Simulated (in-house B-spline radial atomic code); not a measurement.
**Ga⁶⁺: binding energies from hole states**

How much more does a second hole in Ga⁶⁺ cost because of the first?

Method: Dirac-Hartree-Fock, average of configuration, Fermi nucleus, basis-set limit. Code: in-house B-spline radial atomic code version 1.

**1. The system**

| Quantity | Value |
| --- | --- |
| element | gallium (Z = 31) |
| charge | +6 |
| electrons | 25 |
| configuration | [Ar] 3d7 |
| Hamiltonian | Dirac-Coulomb |
| nucleus | Fermi, rms radius 3.997 fm |

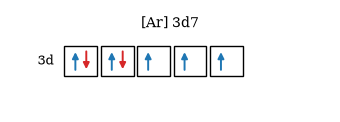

Occupation of the outer shells (arrows by Hund's rule).

The boxes draw the filling by Hund's rule, which heavy ions in jj coupling don't follow; these runs average over all states of the configuration.

Input settings:

```ini
Z = 31
electrons = 25.0
configuration = [Ar] 3d7
hamiltonian = dirac
method = hf
spin_polarised = False
nucleus = fermi
rms_radius = 3.9973
mass_number = 69
atomic_mass = 68.925573528
speed_of_light = 137.035999084
```

This reference run was done before. Its total energy is -1931.039305 hartree, and its levels are (the highest eight at most):

```csv
orbital,occupation,energy (eV),<r> (bohr)
2s1/2,2,-1463.90,0.2166
2p1/2,2,-1304.26,0.1881
2p3/2,4,-1276.30,0.1915
3s1/2,2,-291.91,0.6329
3p1/2,2,-237.15,0.6446
3p3/2,4,-233.01,0.6530
3d3/2,2.8,-145.52,0.6733
3d5/2,4.2,-144.92,0.6763
```

Single holes known from earlier runs (ΔSCF): 1s 10525.5 eV, 2s 1446.21 eV, 2p3/2 1256.94 eV, 3s 288.78 eV, 3p1/2 234.04 eV, 3p3/2 230.01 eV, 3d 142.13 eV.

**2. The 1s and 3p3/2 holes**

In configurations, a minus sign after the shell means j = l − 1/2 and a plus sign j = l + 1/2; the count of electrons follows.

The settings differ from step 1 so:

```diff
@@ -1,4 +1,4 @@
 Z = 31
-electrons = 25.0
-configuration = [Ar] 3d7
+electrons = 23.0
+configuration = 1s1 2s2 2p6 3s2 3p-2 3p+3 3d7
 hamiltonian = dirac
```

From the run's result record (rounded, not every field):

```text
{
  "status": "converged",
  "iterations": 9,
  "energy [hartree]": {"total": -1534.27228751, "kinetic": 1563.55353096, "nuclear": -3649.91977835, "coulomb": 599.842050231, "exact_exchange": -47.7480903516},
  "breit [hartree]": {"gaunt": 0.3956989, "retardation": -0.05214227, "frequency_dependence": -0.001813404},
  "qed [hartree]": {"self_energy": 0.3629224, "uehling": -0.03354488, "wichmann_kroll": 0.0002864461},
  "recoil [hartree]": 0.009618043,
  "total_with_corrections [hartree]": -1533.59126231,
  "orbitals [hartree, bohr; first row names the columns]": [
    ["name", "occ", "eps", "<r>"],
    ["1s1/2", 1.0, -406.30719, 0.048291],
    ["2s1/2", 2.0, -59.101319, 0.21161],
    ["2p1/2", 2.0, -54.029846, 0.18173],
    ["2p3/2", 4.0, -52.844519, 0.18546],
    ["3s1/2", 2.0, -13.313114, 0.60475],
    ["3p1/2", 2.0, -11.430402, 0.60447],
    ["3p3/2", 3.0, -11.274892, 0.61176],
    ["3d3/2", 2.8, -7.8944717, 0.60521],
    ["3d5/2", 4.2, -7.8129764, 0.60843]
  ],
  "sum_r [bohr^k]": {"-1": 117.7395, "1": 10.08054, "2": 6.446838},
  "energy_minus_base [hartree]": 396.767017,
  "energy_minus_base_with_corrections [hartree]": 396.018126
}
```

Run time: 1.3 s. Hardware: 1 thread, shared host.

energy_minus_base is the energy less that of the reference run.

**3. The 3p1/2 and 3d holes**

The settings differ from step 2 so:

```diff
@@ -2,3 +2,3 @@
 electrons = 23.0
-configuration = 1s1 2s2 2p6 3s2 3p-2 3p+3 3d7
+configuration = 1s2 2s2 2p6 3s2 3p-1 3p+4 3d6
 hamiltonian = dirac
```

Result record:

```text
{
  "status": "converged",
  "iterations": 9,
  "energy [hartree]": {"total": -1916.10992511, "kinetic": 1955.51001242, "nuclear": -4466.70819019, "coulomb": 660.669099622, "exact_exchange": -65.5808469586},
  "breit [hartree]": {"gaunt": 0.9295642, "retardation": -0.08569708, "frequency_dependence": -0.003273663},
  "qed [hartree]": {"self_energy": 0.6289802, "uehling": -0.05895073, "wichmann_kroll": 0.0005033798},
  "recoil [hartree]": 0.01148051,
  "total_with_corrections [hartree]": -1914.68731828,
  "orbitals [hartree, bohr; first row names the columns]": [
    ["name", "occ", "eps", "<r>"],
    ["1s1/2", 2.0, -391.17814, 0.048575],
    ["2s1/2", 2.0, -56.506888, 0.21636],
    ["2p1/2", 2.0, -50.602946, 0.1882],
    ["2p3/2", 4.0, -49.63982, 0.19123],
    ["3s1/2", 2.0, -12.92608, 0.61884],
    ["3p1/2", 1.0, -11.047113, 0.62333],
    ["3p3/2", 4.0, -10.812297, 0.63197],
    ["3d3/2", 2.4, -7.5758638, 0.62753],
    ["3d5/2", 3.6, -7.6544181, 0.62859]
  ],
  "sum_r [bohr^k]": {"-1": 144.0877, "1": 9.829031, "2": 6.399281},
  "energy_minus_base [hartree]": 14.9293798,
  "energy_minus_base_with_corrections [hartree]": 14.9220704
}
```

Run time: 1.1 s. Hardware: 1 thread, shared host.

**4. The 2p3/2 and 3s holes**

The settings differ from step 3 so:

```diff
@@ -2,3 +2,3 @@
 electrons = 23.0
-configuration = 1s2 2s2 2p6 3s2 3p-1 3p+4 3d6
+configuration = 1s2 2s2 2p-2 2p+3 3s1 3p6 3d7
 hamiltonian = dirac
```

Result record:

```text
{
  "status": "converged",
  "iterations": 9,
  "energy [hartree]": {"total": -1872.85047361, "kinetic": 1912.25999995, "nuclear": -4358.88074244, "coulomb": 634.43502811, "exact_exchange": -60.66475923},
  "breit [hartree]": {"gaunt": 0.8842825, "retardation": -0.07905983, "frequency_dependence": -0.002668287},
  "qed [hartree]": {"self_energy": 0.6242668, "uehling": -0.05868212, "wichmann_kroll": 0.0005010794},
  "recoil [hartree]": 0.011378,
  "total_with_corrections [hartree]": -1871.4704554,
  "orbitals [hartree, bohr; first row names the columns]": [
    ["name", "occ", "eps", "<r>"],
    ["1s1/2", 2.0, -394.31688, 0.048534],
    ["2s1/2", 2.0, -57.819823, 0.21488],
    ["2p1/2", 2.0, -52.5475, 0.18539],
    ["2p3/2", 3.0, -51.548361, 0.19065],
    ["3s1/2", 1.0, -13.36887, 0.60823],
    ["3p1/2", 2.0, -11.212076, 0.61191],
    ["3p3/2", 4.0, -11.014272, 0.61924],
    ["3d3/2", 2.8, -7.9213689, 0.60518],
    ["3d5/2", 4.2, -7.8659001, 0.6099]
  ],
  "sum_r [bohr^k]": {"-1": 140.6094, "1": 10.03462, "2": 6.517115},
  "energy_minus_base [hartree]": 58.1888313,
  "energy_minus_base_with_corrections [hartree]": 58.1389333
}
```

Run time: 1.2 s. Hardware: 1 thread, shared host.

**5. The 3s and 3p3/2 holes**

The settings differ from step 4 so:

```diff
@@ -2,3 +2,3 @@
 electrons = 23.0
-configuration = 1s2 2s2 2p-2 2p+3 3s1 3p6 3d7
+configuration = 1s2 2s2 2p6 3s1 3p-2 3p+3 3d7
 hamiltonian = dirac
```

Result record:

```text
{
  "status": "converged",
  "iterations": 9,
  "energy [hartree]": {"total": -1910.92836326, "kinetic": 1950.1719143, "nuclear": -4456.31553497, "coulomb": 659.677608304, "exact_exchange": -64.4623508902},
  "breit [hartree]": {"gaunt": 0.9283865, "retardation": -0.08556548, "frequency_dependence": -0.003191952},
  "qed [hartree]": {"self_energy": 0.6236458, "uehling": -0.0585237, "wichmann_kroll": 0.0004997509},
  "recoil [hartree]": 0.01136125,
  "total_with_corrections [hartree]": -1909.51175112,
  "orbitals [hartree, bohr; first row names the columns]": [
    ["name", "occ", "eps", "<r>"],
    ["1s1/2", 2.0, -391.31236, 0.048573],
    ["2s1/2", 2.0, -56.46305, 0.21666],
    ["2p1/2", 2.0, -50.685407, 0.18779],
    ["2p3/2", 4.0, -49.62116, 0.19153],
    ["3s1/2", 1.0, -13.006636, 0.61827],
    ["3p1/2", 2.0, -10.907412, 0.62537],
    ["3p3/2", 3.0, -10.769597, 0.63257],
    ["3d3/2", 2.8, -7.6420367, 0.6276],
    ["3d5/2", 4.2, -7.5664019, 0.63071]
  ],
  "sum_r [bohr^k]": {"-1": 143.7524, "1": 9.845158, "2": 6.446356},
  "energy_minus_base [hartree]": 20.1109416,
  "energy_minus_base_with_corrections [hartree]": 20.0976375
}
```

Wall time 1.2 s (1 thread, shared host).

**6. The 2p3/2 and 2p3/2 holes**

The settings differ from step 5 so:

```diff
@@ -2,3 +2,3 @@
 electrons = 23.0
-configuration = 1s2 2s2 2p6 3s1 3p-2 3p+3 3d7
+configuration = 1s2 2s2 2p-2 2p+2 3s2 3p6 3d7
 hamiltonian = dirac
```

Result record:

```text
{
  "status": "converged",
  "iterations": 9,
  "energy [hartree]": {"total": -1835.38908949, "kinetic": 1875.41897914, "nuclear": -4264.19220533, "coulomb": 612.363863863, "exact_exchange": -58.9797271709},
  "breit [hartree]": {"gaunt": 0.8421238, "retardation": -0.07101472, "frequency_dependence": -0.001971348},
  "qed [hartree]": {"self_energy": 0.6300731, "uehling": -0.05932256, "wichmann_kroll": 0.0005064996},
  "recoil [hartree]": 0.01151307,
  "total_with_corrections [hartree]": -1834.03718168,
  "orbitals [hartree, bohr; first row names the columns]": [
    ["name", "occ", "eps", "<r>"],
    ["1s1/2", 2.0, -397.39734, 0.048487],
    ["2s1/2", 2.0, -59.223748, 0.21278],
    ["2p1/2", 2.0, -54.445493, 0.18301],
    ["2p3/2", 2.0, -53.48984, 0.18806],
    ["3s1/2", 2.0, -13.556185, 0.59993],
    ["3p1/2", 2.0, -11.601423, 0.59846],
    ["3p3/2", 4.0, -11.356182, 0.60718],
    ["3d3/2", 2.8, -8.2186713, 0.58416],
    ["3d5/2", 4.2, -8.1285439, 0.59094]
  ],
  "sum_r [bohr^k]": {"-1": 137.5549, "1": 10.20777, "2": 6.562371},
  "energy_minus_base [hartree]": 95.6502154,
  "energy_minus_base_with_corrections [hartree]": 95.572207
}
```

Wall time 1.1 s (1 thread, shared host).

**7. The 1s and 2s holes**

The settings differ from step 6 so:

```diff
@@ -2,3 +2,3 @@
 electrons = 23.0
-configuration = 1s2 2s2 2p-2 2p+2 3s2 3p6 3d7
+configuration = 1s1 2s1 2p6 3s2 3p6 3d7
 hamiltonian = dirac
```

Result record:

```text
{
  "status": "converged",
  "iterations": 14,
  "energy [hartree]": {"total": -1487.45019247, "kinetic": 1514.28323457, "nuclear": -3537.78804703, "coulomb": 579.63013867, "exact_exchange": -43.5755186756},
  "breit [hartree]": {"gaunt": 0.3560063, "retardation": -0.05194023, "frequency_dependence": -0.001700336},
  "qed [hartree]": {"self_energy": 0.3311907, "uehling": -0.03087322, "wichmann_kroll": 0.000263731},
  "recoil [hartree]": 0.009186733,
  "total_with_corrections [hartree]": -1486.83805881,
  "orbitals [hartree, bohr; first row names the columns]": [
    ["name", "occ", "eps", "<r>"],
    ["1s1/2", 1.0, -395.52989, 0.047822],
    ["2s1/2", 1.0, -74.429657, 0.21179],
    ["2p1/2", 2.0, -55.399204, 0.18002],
    ["2p3/2", 4.0, -54.223456, 0.18341],
    ["3s1/2", 2.0, -13.618415, 0.59579],
    ["3p1/2", 2.0, -11.706392, 0.59352],
    ["3p3/2", 4.0, -11.518086, 0.60118],
    ["3d3/2", 2.8, -8.1656317, 0.58575],
    ["3d5/2", 4.2, -8.1328745, 0.58842]
  ],
  "sum_r [bohr^k]": {"-1": 114.1224, "1": 10.24813, "2": 6.513543},
  "energy_minus_base [hartree]": 443.589112,
  "energy_minus_base_with_corrections [hartree]": 442.77133
}
```

Wall time 1.7 s (1 thread, shared host).

**8. Results**

| two holes | ΔSCF (eV) | less the two single holes (eV) |
| --- | --- | --- |
| 1s and 3p3/2 | 10796.6 | 41.04 |
| 3p1/2 and 3d | 406.25 | 30.08 |
| 2p3/2 and 3s | 1583.40 | 37.68 |
| 3s and 3p3/2 | 547.25 | 28.45 |
| 2p3/2 and 2p3/2 | 2602.77 | 88.90 |
| 1s and 2s | 12070.7 | 98.94 |

**Reading.** Two holes cost more than the sum of each, because the second electron leaves a more charged ion. The excess runs from 28.4 eV (3s and 3p3/2) to 98.9 eV (1s and 2s); it tends to be largest where both holes are compact. Two partly filled shells share a symmetry and can mix in the average, which may lower the energy, in these hole states: 1s and 2s. Values are for the free ion, measured from the vacuum level.
